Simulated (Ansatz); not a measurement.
# SiO2 (P3_221): the host for defect calculations

Aim: the runs on the perfect crystal SiO2 (P3_221) that a defect calculation needs first.

Main program and level: Ansatz 0.2.0; plane-wave PAW DFT, PBEsol; relaxation of the host's cell and atoms, in the first sound run; inputs show where later runs differ.

## (1) The structure

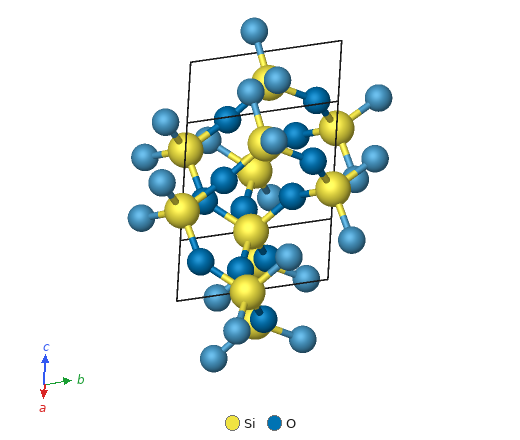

Start, viewed slightly off an axis; silicon yellow, oxygen blue. 2×1×1 cells are drawn. Some periodic images of atoms are drawn too.

## (2) Host cell relaxation

Cell and atoms are relaxed together, until forces and stress fall under their thresholds.

File cell/input.yaml:

```yaml
crystal:
  lattice:
    - [4.9165578, 0.0, 0.0]
    - [-2.4582789, 4.257864, 0.0]
    - [0.0, 0.0, 5.4316253]
  atoms:
    - { symbol: Si, position: [0.0, 0.46879823, 0.33333333] }
    - { symbol: Si, position: [0.53120177, 0.53120177, 0.0] }
    - { symbol: Si, position: [0.46879823, 0.0, 0.66666667] }
    - { symbol: O, position: [0.14453836, 0.73143979, 0.5478196] }
    - { symbol: O, position: [0.58690143, 0.85546164, 0.88115293] }
    - { symbol: O, position: [0.26856021, 0.41309857, 0.21448627] }
    - { symbol: O, position: [0.41309857, 0.26856021, 0.78551373] }
    - { symbol: O, position: [0.85546164, 0.58690143, 0.11884707] }
    - { symbol: O, position: [0.73143979, 0.14453836, 0.4521804] }
basis:
  ecutwfc: 420
  xc_grid: 2
hamiltonian:
  xc: pbesol
kpoints:
  mp_grid: { grid: [7, 7, 5] }
scf:
  occupations: { method: fixed }
  max_iter: 100
relax:
  f_tol: 0.005
  max_steps: 60
  cell: {}
output:
  forces: true
  stress: true
checkpoint:
  write: "../cell.run"
  compress: false
  write_wavefunctions: false
  write_every: 100000
```

Run with:

```sh
> ansatz run input.yaml --threads 8 --pin off --max-ram 22609MiB --backend cpu --events-out ev --progress --plain --runs-dir out
```

Numbers of over 12 decimals in the logs are rounded to 6 here.

What it wrote:

```text
[... repeated set-up lines and file paths are left out, and long positions are rounded to six places ...]
Engine: ansatz 0.2.0, aarch64-unknown-linux-gnu
Pseudopotentials: kind: paw
Pseudopotential: Si, paw, valence charge 4, recommended cutoff 420 eV (normal), Si.paw.azcp
Pseudopotential: O, paw, valence charge 6, recommended cutoff 420 eV (normal), O.paw.azcp
Functional definition: PBEsol
  exchange = pbesol_x
  correlation = pbesol_c
Crystal: 9 atoms, lattice volume = 113.706 Å³
Basis set: ecut = 420 eV, 2209 PW (Γ), exchange–correlation on 72×72×80 points (8 copies of the dense FFT grid, shifted against one another)
Bands: 33, of which v1, the nominal top of the filled ones, is band 24 counted from 1 (23 counted from 0)
Symmetry: 6 space group operations
Space group: P3221 (ITA 154), of the structure as read, at distance tolerance 4.8e-5 Å
k-points: 32 of 245 (time reversal used)
Non-local potential: Si, projectors of the file, l = 0: 2, l = 1: 2, l = 2: 2
Non-local potential: O, projectors of the file, l = 0: 2, l = 1: 2, l = 2: 1
PAW form: soft (Blöchl's): semilocal exchange-correlation on the pseudo side does not see the compensation charge
PAW frozen core: Si, regenerated for the run's functional, and the local potential with it (the file was generated under x = pbe(κ = 0.804, μ = 0.219515), c = pbe(β = 0.066725))
PAW frozen core: O, regenerated for the run's functional, and the local potential with it (the file was generated under x = pbe(κ = 0.804, μ = 0.219515), c = pbe(β = 0.066725))
PAW one-centre angular grid: Si, 110 points (default); XC on 64 Gauss nodes
PAW one-centre angular grid: O, 110 points (default); XC on 64 Gauss nodes
Initial density: superposition of atomic densities (neutral atoms: chi_scale 0, normalization atom), corrected by the library's trained network
Initial wavefunctions: pseudopotential atomic-orbital guess
Functional: x = pbesol(κ = 0.804, μ = 0.123457), c = pbesol(β = 0.046)
SCF iter   1: F=—  HF=-5239.863798 eV  |F-HF|=—  |Δ(HF+E_count)|=         —  Δρ=1.22e-2  dr2=1.29e-1  ethr=1.77e-3  ⟨swp⟩=5.0  Hψ=4832  notcnv=0  defer=198
preconditioner: auto → Resta (q_TF=auto, 2.363 Å⁻¹)  ε∞=3.1  [insulator: Δε(μ)=5.722 eV  Ē_g=16.741 eV  n_scr=22 (ndim 8)  ℏωp=24.1 eV  f_vac=0.112  ε∞_Penn≈3.1]
SCF iter   2: F=—  HF=-5239.827016 eV  |F-HF|=—  |Δ(HF+E_count)|=   3.68e-2  Δρ=1.68e-3  dr2=1.20e-3  ethr=2.69e-4  ⟨swp⟩=2.0  Hψ=1880  notcnv=0  defer=223
SCF iter   3: F=—  HF=-5239.827363 eV  |F-HF|=—  |Δ(HF+E_count)|=   3.46e-4  Δρ=7.73e-4  dr2=4.44e-4  ethr=2.50e-6  ⟨swp⟩=2.0  Hψ=1623  notcnv=0  defer=191
automatic band count: iteration 3 solves 32 bands in place of 33: the levels show a gap, and the empty bands left out lie too high to hold charge; the band table lists the bands solved (type scf.n_extra_bands for more)
SCF iter   4: F=—  HF=-5239.827607 eV  |F-HF|=—  |Δ(HF+E_count)|=   2.44e-4  Δρ=1.64e-4  dr2=2.88e-5  ethr=9.26e-7  ⟨swp⟩=2.2  Hψ=1463  notcnv=0  defer=191
SCF iter   5: F=—  HF=-5239.827629 eV  |F-HF|=—  |Δ(HF+E_count)|=   2.24e-5  Δρ=2.34e-5  dr2=9.55e-7  ethr=5.99e-8  ⟨swp⟩=3.0  Hψ=2062  notcnv=0  defer=133
SCF iter   6: F=-5239.827631 eV  HF=-5239.827631 eV  |F-HF|=4.96e-8  |Δ(HF+E_count)|=   2.29e-6  Δρ=3.70e-6  dr2=1.56e-8  ethr=2.08e-10  ⟨swp⟩=5.0  Hψ=3886  notcnv=0
SCF 1 converged in 6 iterations: F = -5239.827631 eV  dr2 = 1.56e-8
  greatest PAW one-centre occupation: 0.861 electrons in one spin orbital (limit 2), on the O atom at site 8 (counted from 0), in its partial waves of l = 0
relax step   1: F+E_penalty+E_count = -5239.82763138 eV  Δ(F+E_penalty+E_count) = +0.000e0 eV  max|allowed force component| = 1.524e-1 eV/Å  Δτ_max = 0.0000 Å  P = +2.643 GPa  Ω = 113.706 Å³  (6 SCF iters, dr2 threshold 1.00e-7 eV, accepted)
[... the SCF cycles and remarks between the steps are left out from here to the last step ...]
relax step   2: F+E_penalty+E_count = -5239.83403458 eV  Δ(F+E_penalty+E_count) = -6.403e-3 eV  max|allowed force component| = 9.408e-2 eV/Å  Δτ_max = 0.0022 Å  P = +1.367 GPa  Ω = 114.480 Å³  energy of the carried Pulay correction = -3.079e-3 eV  (5 SCF iters, dr2 threshold 9.00e-7 eV, accepted)
relax step   3: F+E_penalty+E_count = -5239.83463795 eV  Δ(F+E_penalty+E_count) = -6.034e-4 eV  max|allowed force component| = 2.805e-2 eV/Å  Δτ_max = 0.0032 Å  P = -0.009 GPa  Ω = 115.320 Å³  energy of the carried Pulay correction = -6.399e-3 eV  (5 SCF iters, dr2 threshold 9.00e-7 eV, accepted)
relax step   4: F+E_penalty+E_count = -5239.83556762 eV  Δ(F+E_penalty+E_count) = -9.297e-4 eV  max|allowed force component| = 3.042e-3 eV/Å  Δτ_max = 0.0031 Å  P = -0.002 GPa  Ω = 115.157 Å³  energy of the carried Pulay correction = -5.754e-3 eV  (5 SCF iters, dr2 threshold 4.92e-8 eV, accepted)
relax step   5: F+E_penalty+E_count = -5239.84152492 eV  Δ(F+E_penalty+E_count) = -5.957e-3 eV  max|allowed force component| = 2.867e-3 eV/Å  Δτ_max = 0.0000 Å  P = +0.096 GPa  Ω = 115.157 Å³  stress off target by 1.10e-1 GPa  SCF on the basis re-selected at this cell (its energy is not comparable with the rows above)  (5 SCF iters)
relax step   6: F+E_penalty+E_count = -5239.84075248 eV  Δ(F+E_penalty+E_count) = +7.724e-4 eV  max|allowed force component| = 1.356e-3 eV/Å  Δτ_max = 0.0038 Å  P = +0.013 GPa  Ω = 115.368 Å³  energy of the carried Pulay correction = -8.471e-4 eV  (5 SCF iters, dr2 threshold 3.02e-8 eV, accepted)
iter 1 solved again at ethr=4.07e-8 eV; its pass at ethr=3.10e-3 eV (dr2=1.95e-5 eV) is discarded
SCF iter   1: F=—  HF=-5239.841769 eV  |F-HF|=—  |Δ(HF+E_count)|=         —  Δρ=1.98e-5  dr2=7.47e-8  ethr=4.07e-8  ⟨swp⟩=3.1  Hψ=7680  notcnv=0  defer=223
SCF iter   2: F=—  HF=-5239.841763 eV  |F-HF|=—  |Δ(HF+E_count)|=   6.10e-6  Δρ=9.33e-6  dr2=2.09e-8  ethr=1.56e-10  ⟨swp⟩=2.0  Hψ=1746  notcnv=0  defer=209
SCF iter   3: F=—  HF=-5239.841763 eV  |F-HF|=—  |Δ(HF+E_count)|=   3.23e-8  Δρ=3.04e-6  dr2=2.90e-9  ethr=4.36e-11  ⟨swp⟩=2.9  Hψ=1733  notcnv=0  defer=209
SCF iter   4: F=—  HF=-5239.841763 eV  |F-HF|=—  |Δ(HF+E_count)|=   4.04e-9  Δρ=3.52e-7  dr2=2.36e-10  ethr=6.04e-12  ⟨swp⟩=2.0  Hψ=1502  notcnv=0  defer=209
SCF iter   5: F=-5239.841763 eV  HF=-5239.841763 eV  |F-HF|=0.00e0  |Δ(HF+E_count)|=  3.38e-10  Δρ=1.09e-7  dr2=8.85e-12  ethr=1.00e-12  ⟨swp⟩=4.6  Hψ=3509  notcnv=0
SCF 7 converged in 5 iterations: F = -5239.841763 eV  dr2 = 8.85e-12
relax step   7: F+E_penalty+E_count = -5239.84176272 eV  Δ(F+E_penalty+E_count) = -1.010e-3 eV  max|allowed force component| = 1.352e-3 eV/Å  Δτ_max = 0.0000 Å  P = +0.019 GPa  Ω = 115.368 Å³  stress off target by 2.33e-2 GPa  SCF on the basis re-selected at this cell (its energy is not comparable with the rows above)  (5 SCF iters)
basis re-selected at this cell: Δ(F+E_penalty+E_count) = -1.010e-3 eV, ΔP = +0.007 GPa vs the last step (what re-selecting the basis moved, of the pressure what is left beyond the Pulay correction that the steps carried, after the strain that the cell walked [...]
SCF converged after 5 iterations
Free energy (F): -5239.841763 eV
Harris-Foulkes:  -5239.841763 eV  (|F-HF|=0.00e0)
Internal energy: -5239.841763 eV  (E = F + TS)
E sigma→0 (E₀):  -5239.841763 eV
Fermi energy:    2.269101 eV
--- Per-component energies (eV) ---
  E_band       = -215.530652
  E_kinetic    = 1202.287778
  E_local      = -2960.256818  (includes V_loc(G=0)·N_el)
  E_nonlocal   = 362.864752
  E_hartree    = 1057.406013
  E_xc         = -604.454264
  E_vxc        = -705.759895  (∫ρ·V_xc dr)
  E_paw        = -2417.623747  (= ΣΔE_a)
  E_vpaw       = -229.494190  (= ΣTr[D̂ρ^β])
  E_aug_tail   = 0.015587  (compensation charges beyond the density's cutoff)
  E_ewald      = -1880.387474
  E_core_change = 0.306409  (= ΣΔE_core)
  E_smearing   = -0.000000  (= −TS)
  E_closure    = 0.000000  (closes the sum)
  Σ components = -5239.841763   (vs F -5239.841763, Δ=0.00e0)
--- Forces (eV/Å), atoms counted from 1 ---
  atom   1  Si     0.00067624    -0.00117129     0.00000000
  atom   2  Si     0.00067624     0.00117129    -0.00000000
  atom   3  Si    -0.00135249     0.00000000    -0.00000000
  atom   4  O     -0.00022591     0.00042427    -0.00075860
  atom   5  O      0.00048038    -0.00001649    -0.00075860
  atom   6  O     -0.00025447    -0.00040777    -0.00075860
  atom   7  O     -0.00022591    -0.00042427     0.00075860
  atom   8  O     -0.00025447     0.00040777     0.00075860
  atom   9  O      0.00048038     0.00001649     0.00075860
  max |Σ_I F_I| component: 7.80e-17 eV/Å
--- Stress (GPa, compression-positive) ---
        0.023332       0.000000       0.000000
        0.000000       0.023332       0.000000
        0.000000       0.000000       0.011484
  P = ⅓ Tr σ = 0.0194 GPa (0.194 kbar)
--- Relaxed structure (5 steps of the walk, 5 accepted, 2 SCFs on fresh bases) ---
  F+E_penalty+E_count = -5239.84176272 eV   max|allowed force component| = 1.352e-3 eV/Å   (the final SCF, on the basis selected at the relaxed cell)
  cell:  # Å, volume = 115.3680 Å³
    - [4.947987, -2.3262016327328566e-18, 0]
    - [-2.473993, 4.285082, 0]
    - [0, 0, 5.441239]
  atoms:
    - { symbol: Si, position: [2.7755575615628914e-17, 0.470374, 0.333333] }
    - { symbol: Si, position: [0.529626, 0.529626, 0] }
    - { symbol: Si, position: [0.470374, 0, 0.666667] }
    - { symbol: O, position: [0.145608, 0.733065, 0.547806] }
    - { symbol: O, position: [0.587457, 0.854392, 0.881140] }
    - { symbol: O, position: [0.266935, 0.412543, 0.214473] }
    - { symbol: O, position: [0.412543, 0.266935, 0.785527] }
    - { symbol: O, position: [0.854392, 0.587457, 0.118860] }
    - { symbol: O, position: [0.733065, 0.145608, 0.452194] }
```

Run time: 8.7 s. Hardware: 8 threads of Arm Neoverse V2, shared host; peak memory 0.51 GiB; 62 s of CPU time.

The steps of the relaxation:

```tsv
step	energy less that of the first step (eV)	largest force component (eV/Å)	pressure (GPa)	volume (Å³)
1	0.0000	0.1524	2.64	113.71
2	-0.0064	0.0941	1.37	114.48
3	-0.0070	0.0280	-0.01	115.32
4	-0.0079	0.0030	0.00	115.16
5	-0.0139	0.0029	0.10	115.16
6	-0.0131	0.0014	0.01	115.37
7*	-0.0141	0.0014	0.02	115.37
```

Relaxation steps marked * repeat the geometry before them on a plane-wave basis chosen anew for their cell, so energy and pressure can jump there. The log counts 2 steps on a newly chosen plane-wave basis, not all of them marked here; energy and pressure can jump at such steps.

The run keeps the 6 symmetry operations that it works with, so distortions that break them were not tested.

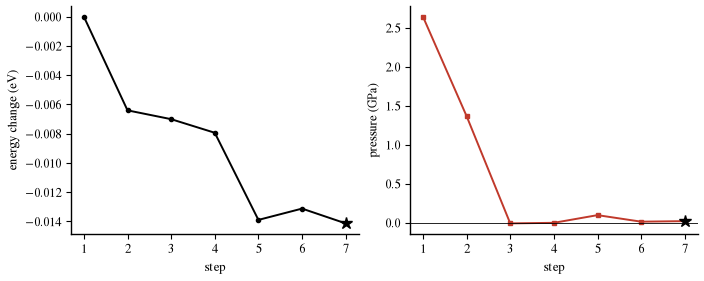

Energy and pressure along the relaxation. Stars mark steps on a basis chosen anew.

```tsv
conventional cell, symmetrised	before	after	change
a (Å)	4.917	4.948	+0.6 %
b (Å)	4.917	4.948	+0.6 %
c (Å)	5.432	5.441	+0.2 %
volume (Å³/atom)	12.63	12.82	+1.5 %
```

Numbers from this step:

- pressure: 0.01938 GPa

The relaxation ends with a largest force component of 0.0014 eV/Å and a pressure of 0.02 GPa.

(Part 1 of 2 ends here.)

[Logs are printed without paths, hosts, clocks, repeated set-up lines and the standing remarks that a program may print on its own settings, such as how far it seeks lower states.]

[Hosts, paths, dates, database ids (printed as entryN), source tags and the programs' standing remarks are cut or masked in the printed files.]

[Runs of the host that timed out are not shown.]

[For some hosts the program warned that the k-mesh of the response run may be too coarse for force constants and the static dielectric constant; such warnings are not always shown.]
